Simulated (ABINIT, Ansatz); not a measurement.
## How the form of the self-energy moves the gap of TiO2 (Anatase)

How much does the gap of TiO2 (Anatase) depend on the approximation to the self-energy?

Program: ABINIT 10.8.3. Level of theory: PBE and many-body steps on it, plane waves. Results are calculated unless marked as measured.

**What was measured.**

- Gap 3.28 eV: indirect optical gap from Tauc plot; spectroscopic ellipsometry, Tauc plot; film (polycrystalline sol-gel film on silicon, annealed at 600 °C) (“Demonstration of the Optical Isotropy of TiO2 Thin Films Prepared by the Sol–Gel Method”, 2024, pmc:11277656).

- Gap 3.3 eV: optical gap from Kubelka-Munk plot; UV-vis diffuse reflectance; powder (commercial anatase powder) (“Structure, light absorption properties and photocatalytic activity of carbon-containing titania nanocomposites synthesized via a facile sol–gel method”, 2022, pmc:9404286).

- Gap 3.18 ± 0.03 eV: direct optical gap from Kubelka-Munk plot; UV-Vis diffuse reflectance; 300 K; powder (“Effect of Ethylene Glycol: Citric Acid Molar Ratio and pH on the Morphology, Vibrational, Optical and Electronic Properties of TiO2 and CuO Powders Synthesized by Pechini Method”, 2022, pmc:9369947).

- Gap 3.98 eV: direct quasiparticle gap around Gamma; experiment quoted from earlier work; bulk crystal (anatase, value from earlier experiment) (quoted in “Giant exciton Mott density in anatase TiO2”, 2020, arxiv:2007.10051).

- Gap 3.17 eV: gap from valence band edge and flat band potential; valence-band XPS and Mott-Schottky plots; film (“Enhancement of Titania Photoanode Performance by Sandwiching Copper between Two Titania Layers”, 2020, pmc:7579609).

This is a selection; 13 further reports are not listed.

## (1) Set-up

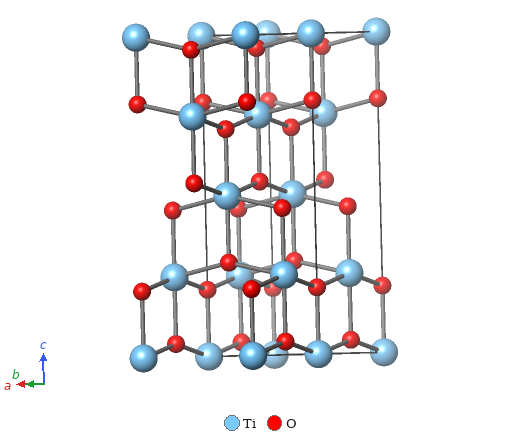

The starting structure, seen from a free direction (titanium blue, oxygen red). 1×2×1 cells are drawn. This picture shows the conventional cell, with its axes. Some periodic images of atoms are drawn too.

The cell and positions come from the Crystallography Open Database and are kept as given unless a step says otherwise.

## (2) Empty states on the mesh, 4×4×4 mesh, 249 bands

This step: ABINIT 10.8.3; DFT, PBE, plane waves, norm-conserving pseudopotentials.

The sums over transitions need many empty states on a uniform mesh; this step solves for them.

The input, run.abi:

```
acell 3*1.0 Angstrom
rprim 
  -1.892100000000 1.892100000000 4.757300000000
  1.892100000000 -1.892100000000 4.757300000000
  1.892100000000 1.892100000000 -4.757300000000
ntypat 2
znucl 22 8
natom 6
typat 1 1 2 2 2 2
xred 
  0.000000000000 0.000000000000 0.000000000000
  0.750000000000 0.250000000000 0.500000000000
  0.208100000000 0.208100000000 0.000000000000
  0.958100000000 0.458100000000 0.500000000000
  0.541900000000 0.041900000000 0.500000000000
  0.791900000000 0.791900000000 0.000000000000
pp_dirpath "pseudos"
pseudos "Ti.upf, O.upf"
ecut 38
ngkpt 4 4 4
nshiftk 1
shiftk 0 0 0
kptopt 1
chksymbreak 0
iscf -2
irdden 1
istwfk *1
nband 249
nbdbuf 22
tolwfr 1e-09
nstep 60
prtvol 0
indata_prefix "in"
outdata_prefix "out"
tmpdata_prefix "tmp"
```

Launch:

```bash
$ OMP_NUM_THREADS=1 mpirun -n 4 abinit run.abi > log
```

Numbers of over 12 decimals in the logs are rounded to 6 here.

The log of the run:

```text
.Version 10.8.3 of ABINIT. v10.8.2 released Aug 2026.

 Symmetries : space group I4_1/a m d (#141); Bravais tI (body-center tetrag.)
[... echo of the input left out ...]
== DATASET  1 ==================================================================
-   mpi_nproc: 4, omp_nthreads: 1 (-1 if OMP is not activated)

--- !DatasetInfo
iteration_state: {dtset: 1, }
dimensions: {natom: 6, nkpt: 13, mband: 249, nsppol: 1, nspinor: 1, nspden: 1, mpw: 5174, }
cutoff_energies: {ecut:  38.0, pawecutdg:  -1.0, }
[...]
4.31828    4.35266    4.36272    4.36272    4.39716    4.40305    4.40812    4.40812
   4.43939    4.43939    4.44039    4.51875    4.54168    4.54539    4.56230    4.56389
   4.57333
 prteigrs : prtvol=0 or 1, do not print more k-points.

== END DATASET(S) ==============================================================
================================================================================

 -outvars: echo values of variables after computation  --------
            nband         249
             nkpt          13
          spgroup         141
 [... the other variables as echoed above ...]

 Calculation completed.
```

Wall time 3.6 min (4 MPI ranks of Arm Neoverse V2, shared host); peak memory 0.63 GiB; 14 min of CPU time.

Numbers from this step:

- gap: 2.189 eV
- k of the valence top: 0.5, 0.5, 0
- k of the conduction bottom: 0, 0, 0
- least direct gap: 2.492 eV
- k points computed: 13
- lowest point of the top converged band, above the valence top: 109.4788 eV

On this mesh the gap is 2.189 eV.

The density comes from a self-consistent run that is not shown.

## (3) Screening, 4×4×4 mesh, 106 bands, screening to 141.5 eV

The RPA dielectric matrix is built and inverted for each q.

This step: RPA screening on PBE, plane waves, norm-conserving pseudopotentials.

run.abi, as its differences from that of step 2:

```diff
@@ -24,10 +24,11 @@
 chksymbreak 0
-iscf -2
-irdden 1
 istwfk *1
-nband 249
-nbdbuf 22
-tolwfr 1e-09
-nstep 60
-prtvol 0
+occopt 1
+irdwfk 1
+optdriver 3
+nband 106
+ecuteps 5.2
+inclvkb 2
+awtr 1
+symchi 1
 indata_prefix "in"
```

The log of the run:

```text
.Version 10.8.3 of ABINIT. v10.8.2 released Aug 2026.

 Symmetries : space group I4_1/a m d (#141); Bravais tI (body-center tetrag.)
[... echo of the input left out ...]
== DATASET  1 ==================================================================
-   mpi_nproc: 4, omp_nthreads: 1 (-1 if OMP is not activated)

--- !DatasetInfo
iteration_state: {dtset: 1, }
dimensions: {natom: 6, nkpt: 13, mband: 106, nsppol: 1, nspinor: 1, nspden: 1, mpw: 5174, }
cutoff_energies: {ecut:  38.0, pawecutdg:  -1.0, }
electrons: {nelect:   4.80000000E+01, charge:   0.00000000E+00, occopt:   1.00000000E+00, tsmear:   1.00000000E-02, }

 SCREENING: Calculation of the susceptibility and dielectric matrices

 Based on a program developped by R.W. Godby, V. Olevano, G. Onida, and L. Reining.
 Incorporated in ABINIT by V. Olevano, G.-M. Rignanese, and M. Torrent.
.Using double precision arithmetic ; gwpc =  8

[... cell and pseudopotentials left out ...]
--------------------------------------------------------------------------------

 ==== K-mesh for the wavefunctions ====
 Number of points in the irreducible wedge :    13
[... list of points left out ...]
 Together with 16 symmetry operations and time-reversal symmetry
 yields    64 points in the full Brillouin Zone.

 ==== Q-mesh for the screening function ====
 Number of points in the irreducible wedge :    13
[... list of points left out ...]
 Together with 16 symmetry operations and time-reversal symmetry
 yields    64 points in the full Brillouin Zone.

 setmesh: FFT mesh size selected  =    72x   72x   72
          total number of points  =       373248

 vcoul_init : cutoff-mode = AUXILIARY_FUNCTION
 q-points for optical limit:   1
     1)      0.000010    0.000020    0.000030

- screening: taking advantage of time-reversal symmetry
- Maximum band index for partially occupied states nbvw = 24
- Remaining bands to be divided among processors   nbcw = 82
- Number of bands treated by each node ~20

 Number of electrons calculated from density =   48.0000; Expected =   48.0000
 average of density, n =  0.104409
 r_s =    1.3174
 omega_plasma =   31.1690 [eV]

 calculating chi0 at frequencies [eV] :
  1    0.000000E+00    0.000000E+00
  2    0.000000E+00    3.116905E+01

--------------------------------------------------------------------------------
  q-point number  1        q = ( 0.000000, 0.000000, 0.000000) [r.l.u.]
--------------------------------------------------------------------------------
[... chi0 elements left out ...]
 For q-point:  0.000010 0.000020 0.000030
  dielectric constant =   6.6653
  dielectric constant without local fields =   7.0367

  Average fulfillment of the sum rule on Im[epsilon] for q-point    1 :     52.04  [%]
[... wings left out ...]
  q-point number  2        q = ( 0.250000, 0.000000, 0.000000) [r.l.u.]
--------------------------------------------------------------------------------
[... chi0 elements left out ...]
  Average fulfillment of the sum rule on Im[epsilon] for q-point    2 :     63.26  [%]

 [... 11 further q-points ...]
```

Elapsed: 17 min, on 4 MPI ranks; peak memory 14 GiB.

This step gave:

```yaml
eps_infinity_with_local_fields_on_this_mesh_along_the_program_s_q_direction: 6.665
the_same_without_local_fields: 7.037
plasma_frequency: 31.17 eV
plane_waves_in_the_screening_matrix: 269
```

Local fields lower ε∞ by 5 %.

## (4) G0W0, Godby-Needs plasmon pole

The self-energy is evaluated for the states that the input lists, and the levels follow from it, in one-shot runs by the linearised quasiparticle equation.

This step: G0W0 on PBE, plane waves, norm-conserving pseudopotentials.

run.abi, as its differences from that of step 3:

```diff
@@ -27,8 +27,19 @@
 irdwfk 1
-optdriver 3
+optdriver 4
 nband 106
+gwcalctyp 0
+ecutsigx 38
+symsigma 1
+nkptgw 3
+kptgw 
+  0.5000000000 0.5000000000 0.0000000000
+  0.0000000000 0.0000000000 0.0000000000
+  -0.2500000000 -0.2500000000 0.2500000000
+bdgw 
+  23 26
+  23 26
+  23 26
 ecuteps 5.2
-inclvkb 2
-awtr 1
-symchi 1
+irdscr 1
+ppmodel 1
 indata_prefix "in"
```

The log of the run:

```text
.Version 10.8.3 of ABINIT. v10.8.2 released Aug 2026.

 Symmetries : space group I4_1/a m d (#141); Bravais tI (body-center tetrag.)
[... echo of the input left out ...]
== DATASET  1 ==================================================================
-   mpi_nproc: 4, omp_nthreads: 1 (-1 if OMP is not activated)

--- !DatasetInfo
iteration_state: {dtset: 1, }
dimensions: {natom: 6, nkpt: 13, mband: 106, nsppol: 1, nspinor: 1, nspden: 1, mpw: 5174, }
cutoff_energies: {ecut:  38.0, pawecutdg:  -1.0, }
electrons: {nelect:   4.80000000E+01, charge:   0.00000000E+00, occopt:   1.00000000E+00, tsmear:   1.00000000E-02, }

 SIGMA: Calculation of the GW corrections

 Based on a program developped by R.W. Godby, V. Olevano, G. Onida, and L. Reining.
 Incorporated in ABINIT by V. Olevano, G.-M. Rignanese, and M. Torrent.
.Using double precision arithmetic ; gwpc =  8

[... cell and pseudopotentials left out ...]
--------------------------------------------------------------------------------

 ==== K-mesh for the wavefunctions ====
 Number of points in the irreducible wedge :    13
[... list of points left out ...]
 Together with 16 symmetry operations and time-reversal symmetry
 yields    64 points in the full Brillouin Zone.

 ==== Q-mesh for screening function ====
 Number of points in the irreducible wedge :    13
[... list of points left out ...]
 Together with 16 symmetry operations and time-reversal symmetry
 yields    64 points in the full Brillouin Zone.

 vcoul_init : cutoff-mode = AUXILIARY_FUNCTION
 q-points for optical limit:   1
     1)      0.000010    0.000020    0.000030
 setmesh: FFT mesh size selected  =    72x   72x   72
          total number of points  =       373248

 Number of electrons calculated from density =   48.0000; Expected =   48.0000
 average of density, n =  0.104409
 r_s =    1.3174
 omega_plasma =   31.1690 [eV]

 === KS Band Gaps ===
  >>>> For spin  1
   Minimum direct gap =   2.4917 [eV], located at k-point      :  -0.2500 -0.2500  0.2500
   Fundamental gap    =   2.1887 [eV], Top of valence bands at :   0.5000  0.5000  0.0000
                                       Bottom of conduction at :   0.0000  0.0000  0.0000
 SIGMA fundamental parameters:
 PLASMON POLE MODEL  1
 number of plane-waves for SigmaX                 5117
 number of plane-waves for SigmaC and W            269
 number of plane-waves for wavefunctions          5117
 number of bands                                   106
 number of independent spin polarizations            1
 number of spinorial components                      1
 number of k-points in IBZ                          13
 number of q-points in IBZ                          13
 number of symmetry operations                      16
 number of k-points in BZ                           64
 number of q-points in BZ                           64
 number of frequencies for dSigma/dE                 9
 frequency step for dSigma/dE [eV]                0.25
 number of omega for Sigma on real axis              0
 max omega for Sigma on real axis  [eV]           0.00
 zcut for avoiding poles [eV]                     0.10

 EPSILON^-1 parameters (SCR file):
 dimension of the eps^-1 matrix on file            269
 dimension of the eps^-1 matrix used               269
 number of plane-waves for wavefunctions          5117
 number of bands                                   106
 number of q-points in IBZ                          13
 number of frequencies                               2
 number of real frequencies                          1
 number of imag frequencies                          1

 matrix elements of self-energy operator (all in [eV])

 Perturbative Calculation

--- !SelfEnergy_ee
iteration_state: {dtset: 1, }
kpoint     : [   0.500,    0.500,    0.000, ]
spin       : 1
KS_gap     :    3.429
QP_gap     :    5.195
Delta_QP_KS:    1.766
data: !SigmaeeData |
     Band     E0 <VxcDFT>   SigX SigC(E0)      Z dSigC/dE  Sig(E)    E-E0       E
       23   4.093 -20.082 -24.797   5.014   0.763  -0.311 -19.854   0.228   4.321
       24   4.093 -20.082 -24.797   5.014   0.763  -0.311 -19.854   0.228   4.321
       25   7.522 -21.007 -12.455  -5.961   0.770  -0.299 -19.013   1.994   9.516
       26   7.522 -21.007 -12.455  -5.961   0.770  -0.299 -19.013   1.994   9.516

--- !SelfEnergy_ee
iteration_state: {dtset: 1, }
kpoint     : [   0.000,    0.000,    0.000, ]
spin       : 1
KS_gap     :    2.617
QP_gap     :    4.220
Delta_QP_KS:    1.603
data: !SigmaeeData |
     Band     E0 <VxcDFT>   SigX SigC(E0)      Z dSigC/dE  Sig(E)    E-E0       E
       23   3.664 -19.550 -24.420   5.067   0.760  -0.315 -19.400   0.150   3.814
       24   3.664 -19.550 -24.420   5.067   0.760  -0.315 -19.400   0.150   3.814
[...]
--- !SelfEnergy_ee
iteration_state: {dtset: 1, }
kpoint     : [  -0.250,   -0.250,    0.250, ]
spin       : 1
KS_gap     :    2.492
QP_gap     :    4.058
Delta_QP_KS:    1.566
data: !SigmaeeData |
     Band     E0 <VxcDFT>   SigX SigC(E0)      Z dSigC/dE  Sig(E)    E-E0       E
[...]
24   3.893 -20.281 -24.944   4.943   0.765  -0.307 -20.067   0.214   4.107
       25   6.385 -19.488 -11.831  -5.387   0.784  -0.275 -17.708   1.780   8.164
       26   6.912 -20.310 -12.031  -5.809   0.777  -0.288 -18.391   1.919   8.830

== END DATASET(S) ==============================================================
================================================================================

 -outvars: echo values of variables after computation  --------
           etotal      0.0000000000E+00
            nband         106
             nkpt          13
          spgroup         141
 [... the other variables as echoed above ...]

 Calculation completed.
```

Run time: 42 s. Hardware: 4 MPI ranks; peak memory 9.2 GiB.

Numbers from this step:

| Quantity | Value |
| --- | --- |
| G0W0 gap on the points computed | 3.714 eV |
| starting gap on the mesh | 2.189 eV |
| k of the valence top | 0.5, 0.5, 0 |
| k of the conduction bottom | 0, 0, 0 |
| Z at the valence top | 0.763 |
| Z at the conduction bottom | 0.786 |
| least direct G0W0 gap on the computed points | 4.057 eV |

The gap on the mesh goes from 2.19 eV to 3.71 eV, a correction of +1.53 eV.

## (5) G0W0, Hybertsen-Louie plasmon pole

run.abi, as its differences from that of step 4:

```diff
@@ -43,3 +43,3 @@
 irdscr 1
-ppmodel 1
+ppmodel 2
 indata_prefix "in"
@@ -47 +47,2 @@
 tmpdata_prefix "tmp"
+gwmem 00
```

The log of the run:

```text
.Version 10.8.3 of ABINIT. v10.8.2 released Aug 2026.

 Symmetries : space group I4_1/a m d (#141); Bravais tI (body-center tetrag.)
[... echo of the input left out ...]
== DATASET  1 ==================================================================
-   mpi_nproc: 4, omp_nthreads: 1 (-1 if OMP is not activated)

--- !DatasetInfo
iteration_state: {dtset: 1, }
dimensions: {natom: 6, nkpt: 13, mband: 106, nsppol: 1, nspinor: 1, nspden: 1, mpw: 5174, }
cutoff_energies: {ecut:  38.0, pawecutdg:  -1.0, }
electrons: {nelect:   4.80000000E+01, charge:   0.00000000E+00, occopt:   1.00000000E+00, tsmear:   1.00000000E-02, }

 SIGMA: Calculation of the GW corrections

 Based on a program developped by R.W. Godby, V. Olevano, G. Onida, and L. Reining.
 Incorporated in ABINIT by V. Olevano, G.-M. Rignanese, and M. Torrent.
.Using double precision arithmetic ; gwpc =  8

[... cell and pseudopotentials left out ...]
--------------------------------------------------------------------------------

 ==== K-mesh for the wavefunctions ====
 Number of points in the irreducible wedge :    13
[... list of points left out ...]
 Together with 16 symmetry operations and time-reversal symmetry
 yields    64 points in the full Brillouin Zone.

 ==== Q-mesh for screening function ====
 Number of points in the irreducible wedge :    13
[... list of points left out ...]
 Together with 16 symmetry operations and time-reversal symmetry
 yields    64 points in the full Brillouin Zone.

 vcoul_init : cutoff-mode = AUXILIARY_FUNCTION
 q-points for optical limit:   1
     1)      0.000010    0.000020    0.000030
 setmesh: FFT mesh size selected  =    72x   72x   72
          total number of points  =       373248

 Number of electrons calculated from density =   48.0000; Expected =   48.0000
[...]
number of plane-waves for wavefunctions          5117
 number of bands                                   106
 number of q-points in IBZ                          13
 number of frequencies                               2
 number of real frequencies                          1
 number of imag frequencies                          1

 matrix elements of self-energy operator (all in [eV])

 Perturbative Calculation

--- !SelfEnergy_ee
iteration_state: {dtset: 1, }
kpoint     : [   0.500,    0.500,    0.000, ]
spin       : 1
KS_gap     :    3.429
QP_gap     :    6.011
Delta_QP_KS:    2.582
data: !SigmaeeData |
     Band     E0 <VxcDFT>   SigX SigC(E0)      Z dSigC/dE  Sig(E)    E-E0       E
       23   4.093 -20.082 -24.797   4.540   0.836  -0.196 -20.228  -0.146   3.947
       24   4.093 -20.082 -24.797   4.540   0.836  -0.196 -20.228  -0.146   3.947
       25   7.522 -21.007 -12.455  -5.686   0.850  -0.176 -18.571   2.436   9.958
[...]
--- !SelfEnergy_ee
iteration_state: {dtset: 1, }
kpoint     : [   0.000,    0.000,    0.000, ]
spin       : 1
KS_gap     :    2.617
QP_gap     :    4.931
Delta_QP_KS:    2.314
data: !SigmaeeData |
     Band     E0 <VxcDFT>   SigX SigC(E0)      Z dSigC/dE  Sig(E)    E-E0       E
[...]
--- !SelfEnergy_ee
iteration_state: {dtset: 1, }
kpoint     : [  -0.250,   -0.250,    0.250, ]
spin       : 1
KS_gap     :    2.492
QP_gap     :    4.723
Delta_QP_KS:    2.231
data: !SigmaeeData |
     Band     E0 <VxcDFT>   SigX SigC(E0)      Z dSigC/dE  Sig(E)    E-E0       E
[...]
25   6.385 -19.488 -11.831  -5.224   0.854  -0.170 -17.410   2.079   8.463
       26   6.912 -20.310 -12.031  -5.574   0.852  -0.174 -18.006   2.304   9.216

== END DATASET(S) ==============================================================
================================================================================

 -outvars: echo values of variables after computation  --------
           etotal      0.0000000000E+00
            nband         106
             nkpt          13
          spgroup         141
 [... the other variables as echoed above ...]

 Calculation completed.
```

Wall time 45 s (4 MPI ranks); peak memory 1.1 GiB; 3 min of CPU time.

This step gave:

| Quantity | Value |
| --- | --- |
| G0W0 gap on the points computed | 4.371 eV |
| starting gap on the mesh | 2.189 eV |
| k of the valence top | 0.5, 0.5, 0 |
| k of the conduction bottom | 0, 0, 0 |
| Z at the valence top | 0.836 |
| Z at the conduction bottom | 0.855 |
| least direct G0W0 gap on the computed points | 4.723 eV |

Against G0W0 in ABINIT (4×4×4 mesh, 106 bands, screening to 141.5 eV, Godby-Needs plasmon pole), the gap moves by +0.657 eV.

[end of part 1 of 2]

[Paths, hosts, dates, memory and timing lines, banners, echoed tables and standing remarks are left out of the program output.]

[Logs are printed without paths, hosts, clocks, repeated set-up lines and the standing remarks that a program may print on its own settings, such as how far it seeks lower states.]

[Runs of the session that timed out or met a known fault of the program may be left out.]

[Hosts, paths, dates, database ids (printed as entryN), source tags and the programs' standing remarks are cut or masked in the printed files.]

[G0W0 gaps are taken among the corrected bands and points alone; a level outside them can change the order at an edge.]

[Where Ansatz stands beside ABINIT at settings called matched, ABINIT's density can come from a denser mesh and the files from another edition; pairs whose starting gaps differed by over 0.03 eV were left out, so agreement reads better than it is.]
